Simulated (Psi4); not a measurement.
**B3LYP/6-31G(d) (Cartesian functions) run of AlF3 (SMILES F[Al](F)F)**

What is the vertical singlet–triplet gap of AlF3 at B3LYP/6-31G* (Cartesian functions)? 

The calculation is run with Psi4 1.11.

### Step 1. The molecule

AlF3 has 4 atoms, charge 0, and is taken as a singlet. SMILES: `F[Al](F)F`. The coordinates come from a PBE0-D4/def2-TZVP relaxation.

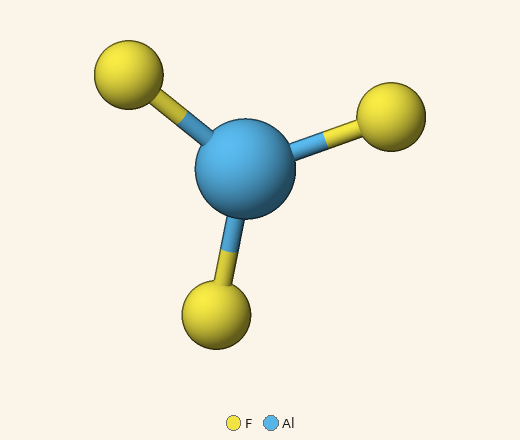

Viewed from a chosen angle; fluorine yellow, aluminium blue.

### Step 2. Energy and forces at B3LYP/6-31G(d) (Cartesian functions)

File alf3.xyz:

```xyz
4
AlF3
F      0.859410    -0.722590     1.180170
Al     0.000000    -0.000010     0.000000
F     -1.440740    -0.612530    -0.450110
F      0.581330     1.335130    -0.730040
```

File alf3_ase.py:

```python
import numpy as np
from ase.calculators.psi4 import Psi4
from ase.io import read

atoms = read('alf3.xyz')
calc = Psi4(atoms=atoms, method='b3lyp', basis='6-31G*', memory='2200MB', num_threads=1, charge=0, multiplicity=1, label='psi4-calc')
calc.psi4.set_options({'puream': False, 'e_convergence': 1e-09, 'd_convergence': 1e-08, 'scf_type': 'pk', 'dft_radial_points': 99, 'dft_spherical_points': 590})
atoms.calc = calc

forces = atoms.get_forces()
print(f'energy: {atoms.get_potential_energy():.6f} eV')
print('forces / eV A^-1')
print(np.round(forces, 5))
```

Launch:

```bash
$ python alf3_ase.py
```

psi4-calc.dat:

```text
[...]
  Running in c1 symmetry.
[...]
  Nuclear repulsion =  159.600526153884999
[...]
  Multiplicity = 1
[...]
  Nalpha       = 20
  Nbeta        = 20
[...]
    Number of basis functions: 64
[...]
   @RKS iter   1:  -541.98996997381607   -6.97221e-01   1.17764e-02 ADIIS/DIIS
[...]
   @RKS iter   9:  -542.17005329397739   -9.43601e-12   2.66924e-09 DIIS
[...]
    Orbital Energies [Eh]
    ---------------------
    Doubly Occupied:
       1A    -56.103488     2A    -24.684887     3A    -24.684887
       4A    -24.684878     5A     -4.194235     6A     -2.751487
       7A     -2.745533     8A     -2.745533     9A     -1.169820
      10A     -1.157130    11A     -1.157129    12A     -0.500457
      13A     -0.456599    14A     -0.456599    15A     -0.437346
      16A     -0.423172    17A     -0.423172    18A     -0.413956
      19A     -0.413955    20A     -0.397327
[...]
  @RKS Final Energy:  -542.17005329397739
   => Energetics <=
    Nuclear Repulsion Energy =            159.6005261538849993
    One-Electron Energy =               -1074.4879198148364594
    Two-Electron Energy =                 413.3164375127954600
    DFT Exchange-Correlation Energy =     -40.5990971458214176
    Empirical Dispersion Energy =           0.0000000000000000
    VV10 Nonlocal Energy =                  0.0000000000000000
    Total Energy =                       -542.1700532939773893
[...]
 Multipole Moments:
 ------------------------------------------------------------------------------------
     Multipole            Electronic (a.u.)      Nuclear  (a.u.)        Total (a.u.)
 ------------------------------------------------------------------------------------
 L = 1.  Multiply by 2.5417464519 to convert [e a0] to [Debye]
 Dipole X            :          0.0000008           -0.0000000            0.0000008
 Dipole Y            :         -0.0000342           -0.0000037           -0.0000380
 Dipole Z            :         -0.0000178           -0.0000019           -0.0000197
 Magnitude           :                                                    0.0000428
[...]
  -Total Gradient:
     Atom            X                  Y                   Z
    ------   -----------------  -----------------  -----------------
       1       -0.003736732584     0.003069616966    -0.005070222565
       2        0.000000939999    -0.000000090348    -0.000001150265
       3        0.006220351447     0.002659601351     0.001931405348
       4       -0.002477514664    -0.005720169979     0.003137185165
[...]
```

The script printed:

```text
energy: -14753.198611 eV
forces / eV A^-1
[[ 1.9215e-01 -1.5785e-01  2.6072e-01]
 [-5.0000e-05  0.0000e+00  6.0000e-05]
 [-3.1986e-01 -1.3676e-01 -9.9320e-02]
 [ 1.2740e-01  2.9414e-01 -1.6132e-01]]
```

It took 21 s on 1 thread of Intel Xeon at 2.50GHz (Skylake/Cascade Lake), shared host; peak memory 0.6 GiB.

### Step 3. The triplet, same level

File job.dat:

```
memory 2.2 GB

molecule {
  0 3
  F
  Al 1 r2
  F 2 r3 1 a3
  F 2 r4 1 a4 3 d4

  r2 = 1.628959
  r3 = 1.62896
  a3 = 120.00107
  r4 = 1.628957
  a4 = 119.99909
  d4 = 179.99852
  symmetry c1
}

set {
  reference            uks
  puream               false
  e_convergence        1e-09
  d_convergence        1e-08
  scf_type             pk
  dft_radial_points    99
  dft_spherical_points 590
  maxiter              100
}

energy_value, wavefunction = gradient("b3lyp/6-31G*", return_wfn=True)
oeprop(wavefunction, "MAYER_INDICES", "MULLIKEN_CHARGES", "DIPOLE")
```

Launch:

```bash
$ psi4 job.dat job.out -n 1
```

job.out (excerpt; [...] marks lines left out):

```text
[...]
  Running in c1 symmetry.
[...]
  Nuclear repulsion =  159.600555430135813
[...]
  Multiplicity = 3
[...]
  Nalpha       = 21
  Nbeta        = 19
[...]
    Number of basis functions: 64
[...]
   @UKS iter   1:  -541.81085315948064   -5.18103e-01   7.27623e-03 ADIIS/DIIS
[...]
   @UKS iter  11:  -541.88273474100777   -2.16005e-12   3.32214e-09 DIIS
[...]
   @S^2 Observed:                2.005944913E+00
[...]
  @UKS Final Energy:  -541.88273474100777
   => Energetics <=
    Nuclear Repulsion Energy =            159.6005554301358131
    One-Electron Energy =               -1072.5088851968987456
    Two-Electron Energy =                 411.4710364534873293
    DFT Exchange-Correlation Energy =     -40.4454414277321419
    Empirical Dispersion Energy =           0.0000000000000000
    VV10 Nonlocal Energy =                  0.0000000000000000
    Total Energy =                       -541.8827347410077664
[...]
  -Total Gradient:
     Atom            X                  Y                   Z
    ------   -----------------  -----------------  -----------------
       1       -0.000001430362    -0.000059825260     0.061172435931
       2        0.000005668443     0.000002882990     0.000000393509
       3       -0.000001435014     0.053010468609    -0.030586107019
       4       -0.000002793846    -0.052942712794    -0.030584008943
[...]
 Multipole Moments:
 ------------------------------------------------------------------------------------
     Multipole            Electronic (a.u.)      Nuclear  (a.u.)        Total (a.u.)
 ------------------------------------------------------------------------------------
 L = 1.  Multiply by 2.5417464519 to convert [e a0] to [Debye]
 Dipole X            :          0.0000630           -0.0000034            0.0000596
 Dipole Y            :          0.0000108           -0.0000024            0.0000084
 Dipole Z            :          0.0000000           -0.0000003           -0.0000003
 Magnitude           :                                                    0.0000601
[...]
  Mulliken Charges: (a.u.)
   Center  Symbol    Alpha    Beta     Spin     Total
       1     F     4.78236  4.42487  0.35750 -0.20723
       2    AL     6.65291  5.72540  0.92751  0.62169
       3     F     4.78236  4.42487  0.35750 -0.20723
[...]
```

Wall time 32 s (1 thread of Intel Xeon at 2.50GHz (Skylake/Cascade Lake), shared host); peak memory 0.59 GiB.

### Step 4. What came out

Level: B3LYP/6-31G* (Cartesian functions).

```
                                        quantity          value
                           singlet: total energy  -542.17005 Eh
                          singlet: dipole moment         0.00 D
                            singlet: HOMO energy      -10.81 eV
                            singlet: LUMO energy       -1.58 eV
                          singlet: HOMO–LUMO gap        9.23 eV
               singlet: largest force on an atom     0.362 eV/Å
                           triplet: total energy  -541.88273 Eh
                          triplet: dipole moment         0.00 D
     triplet: HOMO energy (highest over α and β)       -3.67 eV
                                   triplet: ⟨S²⟩          2.006
               triplet: largest force on an atom     3.147 eV/Å
vertical energy of the triplet above the singlet       7.818 eV
```

**Reading.** At this shape the triplet lies 7.82 eV (754 kJ/mol) above the singlet. The largest force (singlet) is 0.36 eV/Å: the shape isn't a stationary point for this species at this level. Mulliken charges (triplet) run from -0.21 on F1 to +0.62 on Al2.
